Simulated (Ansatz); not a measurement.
**Si2H6O2: geometry and vibrations**

The task is to find a stationary geometry of Si2H6O2, then compute its harmonic vibrations to see whether it is a minimum and to get the zero-point energy and entropy, and look at its orbitals and charge.

The runs use Ansatz 0.2.0, Gaussian basis; RKS PBE0-D4/def2-TZVP.

Plan: relaxation at PBE-D4/def2-SVP; relaxation at PBE0-D4/def2-TZVP; harmonic vibrations at the same level; a single point in def2-TZVPP for the fields.

## Step 1: Where the work starts

SMILES `O[SiH](O)[SiH3]`, 10 atoms, charge 0, spin multiplicity 1.

Atoms are counted from 1 here; the program's logs count them from 0.

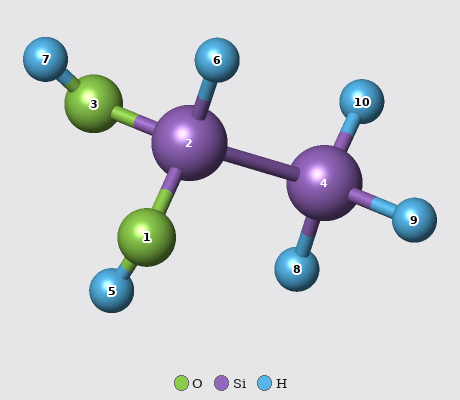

As it starts; oxygen green, silicon purple, hydrogen blue; atoms are numbered from 1 in the order of the file.

Geometry (Å):

```xyz
10
H6O2Si2
O    -1.2832    0.2951   -1.4031
Si    0.0401    0.5409   -0.5128
O     1.2721   -0.0171   -1.4436
Si   -0.0205   -0.5406    1.5387
H    -1.4664   -0.5575   -1.7937
H     0.2593    2.0106   -0.3185
H     1.6327    0.5850   -2.1256
H    -0.3148   -1.9863    1.3236
H    -1.2082    0.0169    2.3998
H     1.1721   -0.3982    2.3381
```

The start is a force-field geometry with small random shifts, so a cheaper pass at PBE-D4/def2-SVP comes first.

## Step 2: Optimising with PBE-D4/def2-SVP (cheap first pass)

File in.yaml:

```yaml
crystal:
  periodic: [false, false, false]
  atoms:
    - {symbol: O, position_ang: [-1.283200, 0.295100, -1.403100]}
    - {symbol: Si, position_ang: [0.040100, 0.540900, -0.512800]}
    - {symbol: O, position_ang: [1.272100, -0.017100, -1.443600]}
    - {symbol: Si, position_ang: [-0.020500, -0.540600, 1.538700]}
    - {symbol: H, position_ang: [-1.466400, -0.557500, -1.793700]}
    - {symbol: H, position_ang: [0.259300, 2.010600, -0.318500]}
    - {symbol: H, position_ang: [1.632700, 0.585000, -2.125600]}
    - {symbol: H, position_ang: [-0.314800, -1.986300, 1.323600]}
    - {symbol: H, position_ang: [-1.208200, 0.016900, 2.399800]}
    - {symbol: H, position_ang: [1.172100, -0.398200, 2.338100]}
basis:
  gaussian: {orbitals: def2-SVP}
hamiltonian: {xc: pbe, dispersion: d4}
relax: {f_tol: 0.03, max_steps: 200}
```

The run is started by

```bash
> ansatz run in.yaml --threads 2 --pin off --events-out ev --progress --plain --max-ram 22528MiB --backend cpu
```

Standard output, cut to the lines that bear on the results:

```text
Functional definition: PBE
  name "PBE"
  cite "Perdew, Burke & Ernzerhof, Phys. Rev. Lett. 77, 3865 (1996) doi:10.1103/PhysRevLett.77.3865"
  parent pbe
[...]
1026 factors; their error is unknown
[...]
mean field -19927.70372547 eV, -732.3296044281 hartree, gradient 2.6e-5 eV, S^2 0.000000; 0 other end points of the search recorded, 0 dependent functions left out
[...]
reference -19927.70376194 eV, -732.3296057685 hartree; 25, 25 occupied and 69, 69 virtual orbitals, 1026 factors
relax step   1: F+E_penalty+E_count = -19927.90193630 eV  Δ(F+E_penalty+E_count) = +0.000e0 eV  max|allowed force component| = 2.135e0 eV/Å  Δτ_max = 0.0000 Å  (26 SCF iters, accepted)
[...]
relax step   7: F+E_penalty+E_count = -19928.23262453 eV  Δ(F+E_penalty+E_count) = -2.942e-3 eV  max|allowed force component| = 6.505e-2 eV/Å  Δτ_max = 0.0389 Å  (28 SCF iters, accepted)
[...]
relax step   8: F+E_penalty+E_count = -19928.23303003 eV  Δ(F+E_penalty+E_count) = -4.055e-4 eV  max|allowed force component| = 1.810e-2 eV/Å  Δτ_max = 0.0318 Å  (28 SCF iters, accepted)
1026 factors; their error is unknown
mean field -19928.03564814 eV, -732.3418023615 hartree, gradient 8.6e-6 eV, S^2 0.000000; 1 other end points of the search recorded, 0 dependent functions left out
[...]
reference -19928.03568460 eV, -732.3418037014 hartree; 25, 25 occupied and 69, 69 virtual orbitals, 1026 factors
Total energy: -19928.23306649 eV, -732.3490573520 hartree
Atom 0 at    -1.337965     0.382365    -1.450081 Å, force     0.004974     0.015643     0.001724 eV/Å
Atom 1 at     0.066224     0.607181    -0.546268 Å, force    -0.008410    -0.013184     0.018102 eV/Å
Atom 2 at     1.442007    -0.017809    -1.289130 Å, force     0.000857     0.014275    -0.004719 eV/Å
Atom 3 at    -0.049235    -0.552508     1.497460 Å, force     0.001401     0.016069    -0.015851 eV/Å
Atom 4 at    -1.609621    -0.547669    -1.546023 Å, force    -0.003786    -0.009481    -0.000548 eV/Å
Atom 5 at     0.140593     2.102607    -0.404657 Å, force     0.003750    -0.008312    -0.008805 eV/Å
Atom 6 at     1.711559     0.440705    -2.105734 Å, force     0.002933    -0.003351     0.001591 eV/Å
Atom 7 at    -0.262780    -2.020364     1.227547 Å, force     0.000579    -0.006927     0.003119 eV/Å
Atom 8 at    -1.221077    -0.056071     2.303603 Å, force     0.000845    -0.001976     0.003707 eV/Å
Atom 9 at     1.203496    -0.389638     2.316182 Å, force    -0.003143    -0.002756     0.001681 eV/Å
Dipole moment:     0.028750    -0.066469    -0.241863 e Å
```

Wall time 9.5 s (2 threads of AMD EPYC 7R13, shared host).

Relaxation path: (the energy doesn't fall at every step)

```csv
step,energy from step 1 (eV),largest force component (eV/Å)
1,0.0000,2.1348
2,-0.2281,1.2888
3,-0.2988,0.3070
4,-0.3182,0.5305
5,-0.3277,0.2366
6,-0.3194,0.5425
7,-0.3307,0.0650
8,-0.3311,0.0181
```

Close pairs (by a distance rule), those that changed most:

```csv
bond,before (Å),after (Å),change (Å)
O1–Si2,1.614,1.685,+0.071
Si4–H9,1.569,1.506,-0.063
Si4–H10,1.443,1.505,+0.063
Si2–O3,1.642,1.684,+0.042
Si2–Si4,2.320,2.353,+0.033
O1–H5,0.956,0.974,+0.018
Si4–H8,1.491,1.508,+0.017
Si2–H6,1.499,1.504,+0.005
```

## Step 3: Optimising with PBE0-D4/def2-TZVP

File in.yaml:

```yaml
crystal:
  periodic: [false, false, false]
  atoms:
    - {symbol: O, position_ang: [-1.337965, 0.382365, -1.450081]}
    - {symbol: Si, position_ang: [0.066224, 0.607181, -0.546268]}
    - {symbol: O, position_ang: [1.442007, -0.017809, -1.289130]}
    - {symbol: Si, position_ang: [-0.049235, -0.552508, 1.497460]}
    - {symbol: H, position_ang: [-1.609621, -0.547669, -1.546023]}
    - {symbol: H, position_ang: [0.140593, 2.102607, -0.404657]}
    - {symbol: H, position_ang: [1.711559, 0.440705, -2.105734]}
    - {symbol: H, position_ang: [-0.262780, -2.020364, 1.227547]}
    - {symbol: H, position_ang: [-1.221077, -0.056071, 2.303603]}
    - {symbol: H, position_ang: [1.203496, -0.389638, 2.316182]}
basis:
  gaussian: {orbitals: def2-TZVP}
hamiltonian: {xc: pbe0, dispersion: d4}
relax: {f_tol: 0.005, max_steps: 150}
```

The run is started by

```bash
> ansatz run in.yaml --threads 2 --pin off --events-out ev --progress --plain --max-ram 22528MiB --backend cuda --devices 0, --max-vram 18GiB
```

Standard output, cut to the lines that bear on the results:

```text
Functional definition: PBE0
  name "PBE0"
  cite "Adamo & Barone, J. Chem. Phys. 110, 6158 (1999) doi:10.1063/1.478522"
  cite "Perdew, Burke & Ernzerhof, Phys. Rev. Lett. 77, 3865 (1996) doi:10.1103/PhysRevLett.77.3865"
  parent pbe
[...]
1102 factors; their error is unknown
[...]
mean field -19940.66825469 eV, -732.8060420893 hartree, gradient 6.5e-5 eV, S^2 0.000000; 0 other end points of the search recorded, 0 dependent functions left out
[...]
reference -19940.66828836 eV, -732.8060433267 hartree; 25, 25 occupied and 147, 147 virtual orbitals, 1102 factors
relax step   1: F+E_penalty+E_count = -19940.83592950 eV  Δ(F+E_penalty+E_count) = +0.000e0 eV  max|allowed force component| = 7.965e-1 eV/Å  Δτ_max = 0.0000 Å  (25 SCF iters, accepted)
[...]
Atom 0 at    -1.306346     0.375004    -1.445556 Å, force    -0.000574    -0.000367    -0.000345 eV/Å
Atom 1 at     0.054128     0.590926    -0.541292 Å, force     0.001044     0.001798    -0.001904 eV/Å
Atom 2 at     1.408525     0.006414    -1.274111 Å, force    -0.001118     0.000640     0.000974 eV/Å
Atom 3 at    -0.050619    -0.556185     1.499926 Å, force     0.000544    -0.000710     0.000783 eV/Å
Atom 4 at    -1.594785    -0.525513    -1.603378 Å, force    -0.000263    -0.000080     0.000231 eV/Å
Atom 5 at     0.128660     2.067927    -0.396837 Å, force    -0.000050    -0.001056    -0.000439 eV/Å
Atom 6 at     1.697698     0.433463    -2.082877 Å, force     0.000860     0.000218    -0.000215 eV/Å
Atom 7 at    -0.270288    -2.009441     1.254933 Å, force    -0.000676    -0.000131     0.000061 eV/Å
Atom 8 at    -1.188479    -0.046151     2.312887 Å, force    -0.000320    -0.000052     0.000449 eV/Å
Atom 9 at     1.204707    -0.387644     2.279204 Å, force     0.000553    -0.000260     0.000406 eV/Å
Dipole moment:     0.021493    -0.078812    -0.226271 e Å
```

Run time: 7 s. Hardware: 1 × H100 (card shared with other runs) with 2 threads of AMD EPYC 7R13, shared host; peak host memory 0.86 GiB.

Step by step:

```csv
step,energy from step 1 (eV),largest force component (eV/Å)
1,0.0000,0.7965
2,-0.0474,0.6036
3,-0.0600,0.1382
4,-0.0614,0.1735
5,-0.0634,0.1269
6,-0.0649,0.0835
7,-0.0653,0.0146
8,-0.0654,0.0062
9,-0.0654,0.0019
```

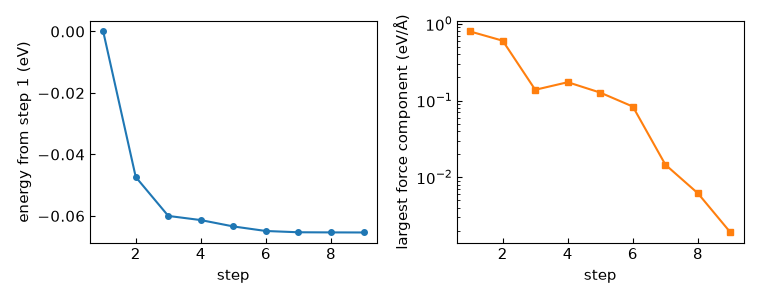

Energy and largest force along the relaxation.

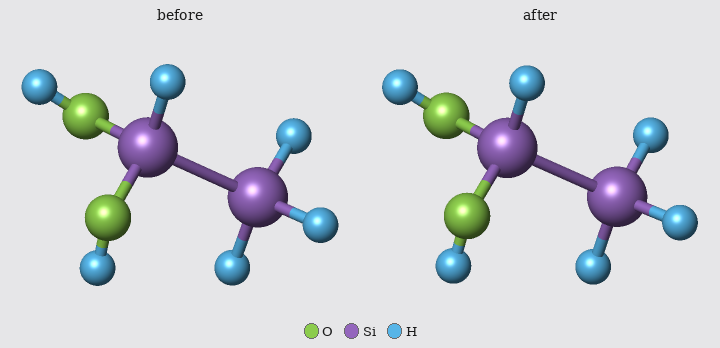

Before and after, at one scale.

Close pairs (by a distance rule), those that changed most:

```csv
bond,before (Å),after (Å),change (Å)
O1–Si2,1.685,1.648,-0.037
Si2–O3,1.684,1.647,-0.037
Si4–H10,1.505,1.487,-0.018
Si2–H6,1.504,1.486,-0.018
Si4–H9,1.506,1.489,-0.018
Si4–H8,1.508,1.490,-0.018
O3–H7,0.975,0.959,-0.015
O1–H5,0.974,0.959,-0.015
```

Mulliken charges at the end point, from the run's report:

```csv
atom,value (e)
O1,-0.51
Si2,0.50
O3,-0.51
Si4,-0.03
H5,0.33
H6,-0.05
H7,0.32
H8,-0.02
H9,-0.01
H10,-0.01
```

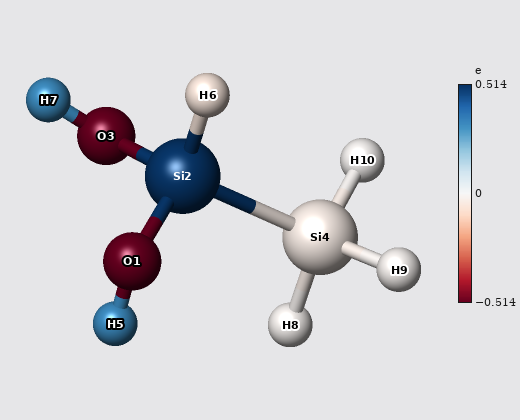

Mulliken charges at the end point, from the run's report, as colours on the atoms.

## Step 4: Harmonic vibrations

File in.yaml:

```yaml
crystal:
  periodic: [false, false, false]
  atoms:
    - {symbol: O, position_ang: [-1.306346, 0.375004, -1.445556]}
    - {symbol: Si, position_ang: [0.054128, 0.590926, -0.541292]}
    - {symbol: O, position_ang: [1.408525, 0.006414, -1.274111]}
    - {symbol: Si, position_ang: [-0.050619, -0.556185, 1.499926]}
    - {symbol: H, position_ang: [-1.594785, -0.525513, -1.603378]}
    - {symbol: H, position_ang: [0.128660, 2.067927, -0.396837]}
    - {symbol: H, position_ang: [1.697698, 0.433463, -2.082877]}
    - {symbol: H, position_ang: [-0.270288, -2.009441, 1.254933]}
    - {symbol: H, position_ang: [-1.188479, -0.046151, 2.312887]}
    - {symbol: H, position_ang: [1.204707, -0.387644, 2.279204]}
basis:
  gaussian: {orbitals: def2-TZVP}
hamiltonian: {xc: pbe0, dispersion: d4}
phonons: {temperatures: {t_min: 298.15, t_max: 900, t_step: 200}}
```

The command is unchanged.

Standard output, cut to the lines that bear on the results:

```text
Functional definition: PBE0
  name "PBE0"
  cite "Adamo & Barone, J. Chem. Phys. 110, 6158 (1999) doi:10.1063/1.478522"
  cite "Perdew, Burke & Ernzerhof, Phys. Rev. Lett. 77, 3865 (1996) doi:10.1103/PhysRevLett.77.3865"
  parent pbe
[...]
1102 factors; their error is unknown
[...]
mean field -19940.73297549 eV, -732.8084205351 hartree, gradient 5.9e-5 eV, S^2 0.000000; 0 other end points of the search recorded, 0 dependent functions left out
[...]
reference -19940.73300875 eV, -732.8084217572 hartree; 25, 25 occupied and 147, 147 virtual orbitals, 1102 factors
[...]
1102 factors; their error is unknown
mean field -19940.73286797 eV, -732.8084165837 hartree, gradient 1.7e-6 eV, S^2 0.000000; 0 other end points of the search recorded, 0 dependent functions left out
[...]
reference -19940.73290122 eV, -732.8084178056 hartree; 25, 25 occupied and 147, 147 virtual orbitals, 1102 factors
[...]
Atom 2 at     1.408525     0.006414    -1.274111 Å, force    -0.001110     0.000645     0.000966 eV/Å
Atom 3 at    -0.050619    -0.556185     1.499926 Å, force     0.000545    -0.000710     0.000784 eV/Å
Atom 4 at    -1.594785    -0.525513    -1.603378 Å, force    -0.000263    -0.000083     0.000230 eV/Å
Atom 5 at     0.128660     2.067927    -0.396837 Å, force    -0.000054    -0.001056    -0.000437 eV/Å
Atom 6 at     1.697698     0.433463    -2.082877 Å, force     0.000845     0.000210    -0.000199 eV/Å
Atom 7 at    -0.270288    -2.009441     1.254933 Å, force    -0.000678    -0.000126     0.000061 eV/Å
Atom 8 at    -1.188479    -0.046151     2.312887 Å, force    -0.000318    -0.000054     0.000447 eV/Å
Atom 9 at     1.204707    -0.387644     2.279204 Å, force     0.000559    -0.000260     0.000409 eV/Å
Dipole moment:     0.021493    -0.078811    -0.226271 e Å
Vibrations: 81.66 144.65 193.09 252.27 289.35 358.57 426.08 508.81 515.38 748.88 783.95 833.99 857.29 896.53 913.69 932.37 939.48 951.34 2208.11 2214.39 2223.95 2229.07 3903.46 3915.22 cm⁻¹, zero-point energy 1.693722 eV
```

It took 72 s on 1 × H100 (card shared with other runs) with 2 threads of AMD EPYC 7R13, shared host; peak host memory 0.86 GiB.

Motions are named by where the mode's potential energy lies. Wavenumbers, unscaled:

```csv
mode,cm⁻¹,motion
1,82,torsion
2,145,bend
3,193,bend with torsion
4,252,torsion
5,289,torsion
6,359,torsion
7,426,Si–Si stretch
8,509,bend
9,515,bend with torsion
10,749,bend
11,784,bend with Si–O stretch
12,834,Si–O stretch with bend
13,857,bend
14,897,bend with torsion
15,914,Si–O stretch with bend
16,932,bend with torsion
17,939,bend with torsion
18,951,Si–O stretch with bend
19,2208,Si–H stretch
20,2214,Si–H stretch
21,2224,Si–H stretch
22,2229,Si–H stretch
23,3903,O–H stretch
24,3915,O–H stretch
```

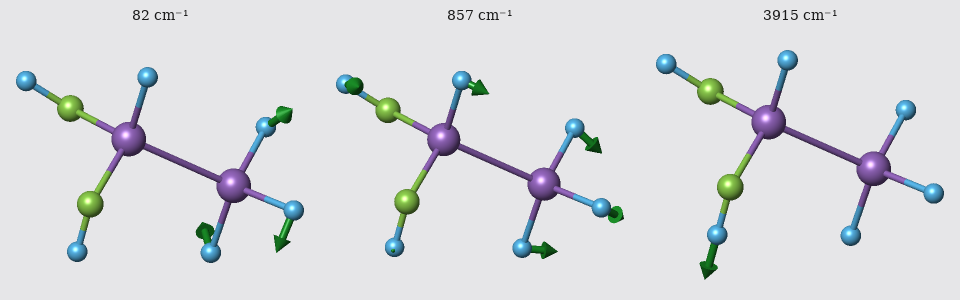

Displacements of 3 modes, as arrows.

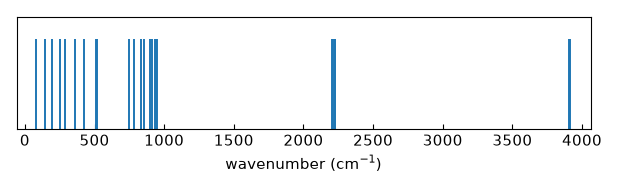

The harmonic wavenumbers as sticks (no intensities were computed).

From these modes and the moments of inertia (298.15 K, 1 bar, symmetry number 1):

```csv
term,value
zero-point energy,39.1 kcal/mol
H(298) − E,44.3 kcal/mol
"entropy, translation",165.5 J/(mol K)
"entropy, rotation",111.0 J/(mol K)
"entropy, vibration",69.8 J/(mol K)
"entropy, total",346.4 J/(mol K)
```

## Step 5: A single point for the fields

in.yaml, as its differences from that of step 4:

```diff
@@ -14,4 +14,4 @@
 basis:
-  gaussian: {orbitals: def2-TZVP}
+  gaussian: {orbitals: def2-TZVPP}
 hamiltonian: {xc: pbe0, dispersion: d4}
-phonons: {temperatures: {t_min: 298.15, t_max: 900, t_step: 200}}
+output: {orbitals: {seedname: orbitals}}
```

The run is started by

```bash
> ansatz run in.yaml --threads 2 --pin off --events-out ev --progress --plain --max-ram 22528MiB --backend cpu
```

Standard output:

```text
Functional definition: PBE0
  name "PBE0"
  cite "Adamo & Barone, J. Chem. Phys. 110, 6158 (1999) doi:10.1063/1.478522"
  cite "Perdew, Burke & Ernzerhof, Phys. Rev. Lett. 77, 3865 (1996) doi:10.1103/PhysRevLett.77.3865"
  parent pbe
  parameter a = 0.25
  parameter kappa = 0.804
  parameter beta = 0.06672455060314922
  exchange = (1 - a)*pbe_x(kappa = kappa, mu = beta*pi^2/3) + a*exact_x
  correlation = pbe_c(beta = beta)
1238 factors; their error is unknown
mean field evaluation 1: about -19933.1507 eV, gradient 7.0e1 eV
mean field evaluation 2: about -19920.3789 eV, gradient 1.1e2 eV
mean field evaluation 4: about -19940.7855 eV, gradient 2.2e0 eV
mean field evaluation 8: about -19940.7965 eV, gradient 2.8e-2 eV
mean field -19940.83904047 eV, -732.8123183511 hartree, gradient 6.0e-5 eV, S^2 0.000000; 0 other end points of the search recorded, 0 dependent functions left out
reference -19940.83907371 eV, -732.8123195728 hartree; 25, 25 occupied and 205, 205 virtual orbitals, 1238 factors
Total energy: -19941.00741892 eV, -732.8185061450 hartree
```

Wall time 3.6 s (2 threads of AMD EPYC 7R13, shared host); peak memory 0.55 GiB.

Orbitals, density, ELF and potential are computed afterwards from the orbital file.

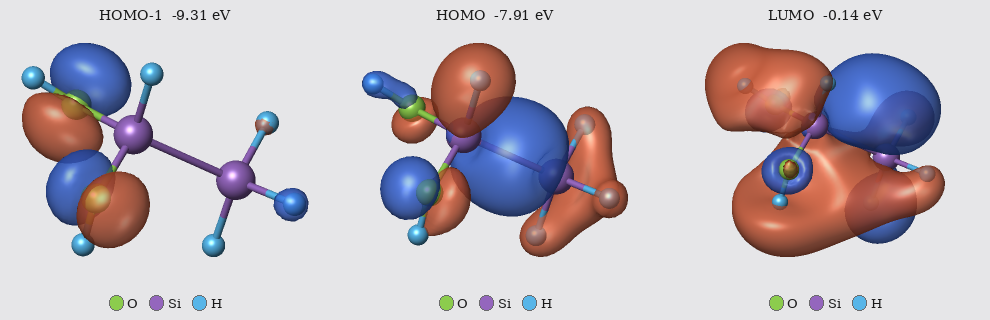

Frontier orbitals at PBE0-D4/def2-TZVPP; each surface holds 70 % of the orbital's density, blue and red mark the sign.

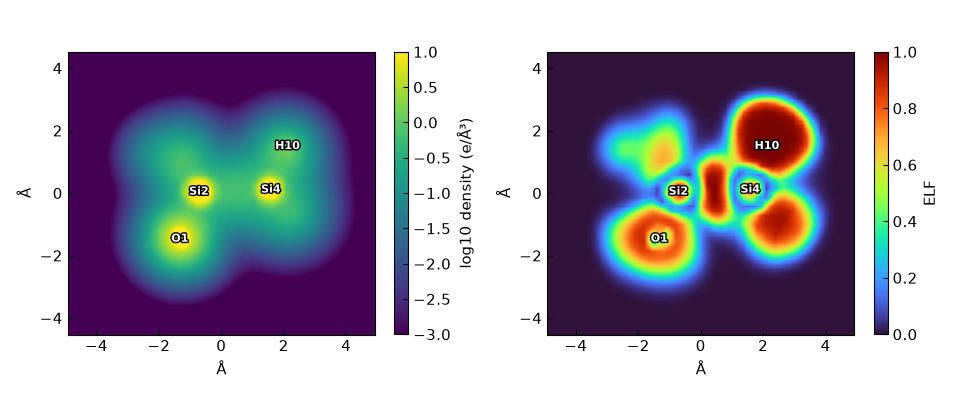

Density (left) and ELF (right) in a plane through or near 4 of the atoms.

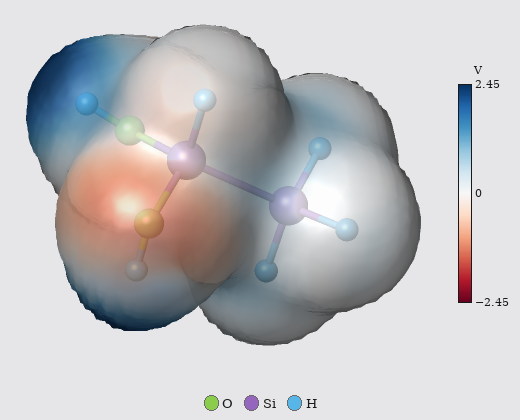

Electrostatic potential on the surface of density 0.002 e/bohr³; red is low, blue high. It runs, from the 1st to the 99th percentile, from -1.17 V near O1 to 2.45 V near H5.

## Step 6: Summary of results

| quantity | value |
| --- | --- |
| point group | C1 |
| steps | 8 + 9 |
| shift from the start (rms) | 0.140 Å |
| total energy | -19940.9014 eV |
| dispersion term | -168 meV |
| dipole moment | 1.16 D |
| lowest, highest wavenumber | 82, 3915 cm⁻¹ |
| zero-point energy | 39.1 kcal/mol |
| entropy at 298.15 K | 346.4 J/(mol K) |
| HOMO, LUMO | -7.91, -0.14 eV |

In words: The relaxed geometry lies 0.14 Å (rms) from the start; the bond that changed most is Si4–H9, from 1.569 to 1.489 Å. All wavenumbers are real, so the end point is a minimum. The stiffest mode, 3915 cm⁻¹, is an O–H stretch, and 3 modes under 200 cm⁻¹ make the vibrational entropy uncertain. Harmonic hybrid wavenumbers usually lie a few per cent above measured fundamentals. The largest Mulliken charge, -0.51 e, sits on O3. The HOMO lies mostly on Si2, Si4 about 24 % each; H6 16 % and the LUMO on Si2 16 %; H5, H6 about 13 % each.
